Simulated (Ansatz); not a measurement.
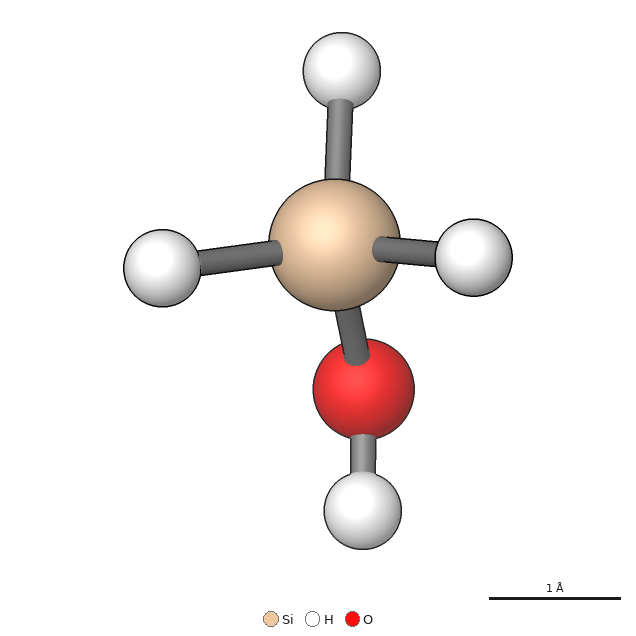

> Give the formula.

H4OSi, 6 atoms: 4 hydrogen, 1 oxygen and 1 silicon.

> Count the bonded pairs by element.

3 Si–H, 1 O–Si, 1 O–H. Sticks follow a distance rule.

> How many sets of symmetry-equivalent atoms are there?

5: 1 Si, 2 H, 1 H, 1 O, 1 H.

More results for the same structure follow; atom numbers are the same in all pictures, views and colours differ. The computed structure is the end point of a PBE0-D4/def2-TZVP optimisation.

## Geometry

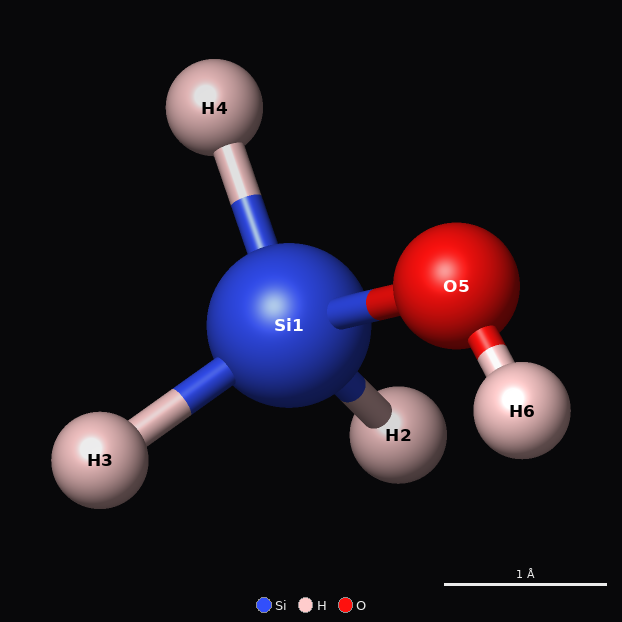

Numbered structure.

Which atoms are bonded, and how long are the bonds?

```
  bond  length (Å)
Si1–H2       1.489
Si1–H3       1.489
Si1–H4       1.480
Si1–O5       1.648
 O5–H6       0.958
```

## Electronic properties

Level of theory: RKS PBE0-D4/def2-TZVPP (Ansatz 0.2.0).

Computed properties:

- HOMO energy (Kohn–Sham orbital): −8.73 eV
- LUMO energy (Kohn–Sham orbital): 0.04 eV
- HOMO–LUMO gap: 8.77 eV

## Vibrations

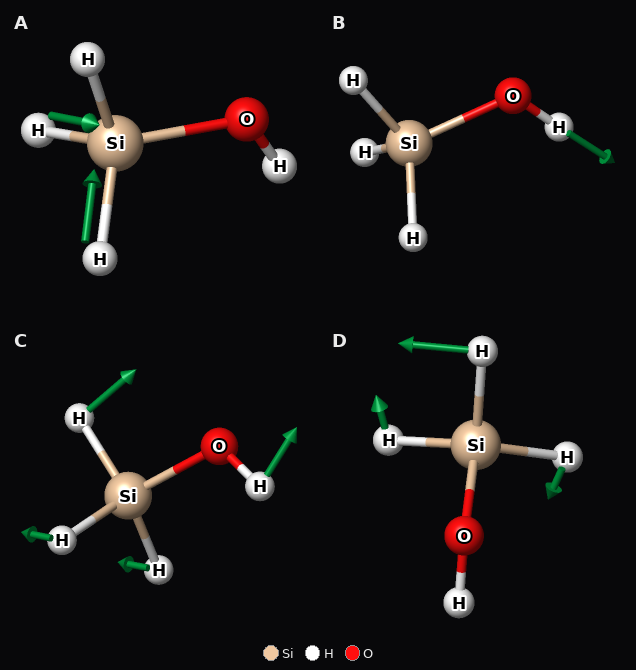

4 normal modes of one molecule or complex, as arrows. Harmonic vibrations computed with RKS PBE0-D4/def2-TZVP (Ansatz 0.2.0) at a stationary point of the same level.

> Match the panels to the wavenumbers 680 cm⁻¹, 947 cm⁻¹, 2214 cm⁻¹, 3931 cm⁻¹.

A: 2214 cm⁻¹, in-phase stretching of 2 Si–H bonds
B: 3931 cm⁻¹, O–H stretching
C: 680 cm⁻¹, H–Si–O bending
D: 947 cm⁻¹, H–Si–H bending

## Thermal motion

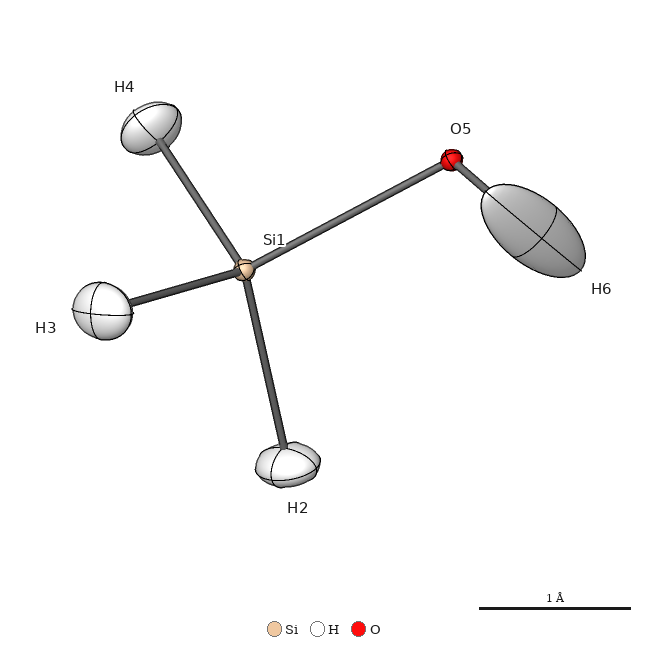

Displacement ellipsoids at the 50 % level, from the internal vibrations of the free molecule (harmonic, no overall translation or rotation; no half-axis is drawn under 0.075 Å). Vibrations computed with RKS PBE0-D4/def2-TZVP (Ansatz 0.2.0). Temperature: 298 K.

Give the displacement parameters, one line for each set of equivalent atoms.

```
  atom  U_eq (Å²)   rms amplitudes (Å)
   Si1    0.00017  0.011, 0.011, 0.017
H2, H3     0.0153  0.086, 0.124, 0.152
    H4     0.0150  0.085, 0.135, 0.141
    O5    0.00063  0.012, 0.029, 0.030
    H6     0.0604  0.065, 0.141, 0.396
```

## Dipole moment

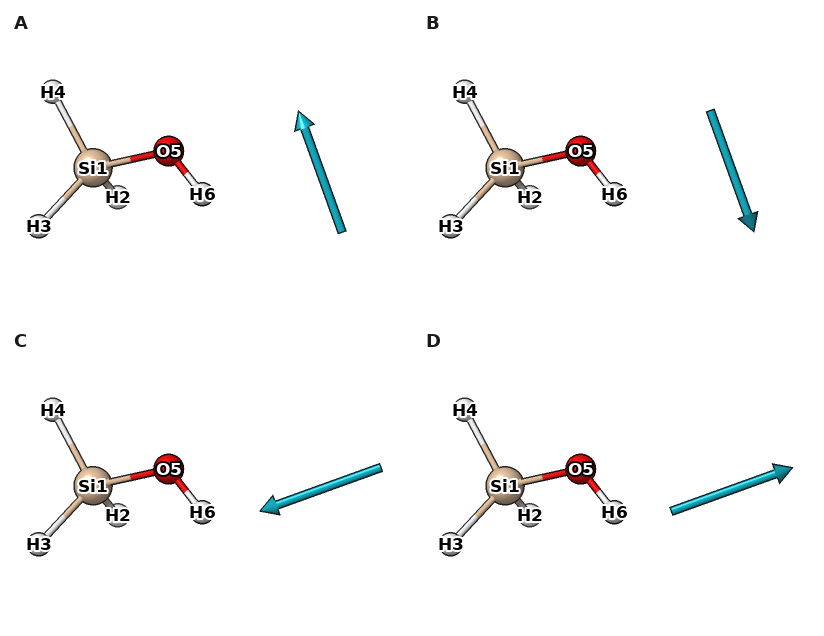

The same molecule four times, each with an arrow. Level of theory: RKS PBE0-D4/def2-TZVP (Ansatz 0.2.0).

> Which arrow points along the dipole moment, from the negative to the positive end?

B. The dipole moment is 1.36 D; it points from the side of H4 to the side of H6 (the outermost atoms at the two ends).
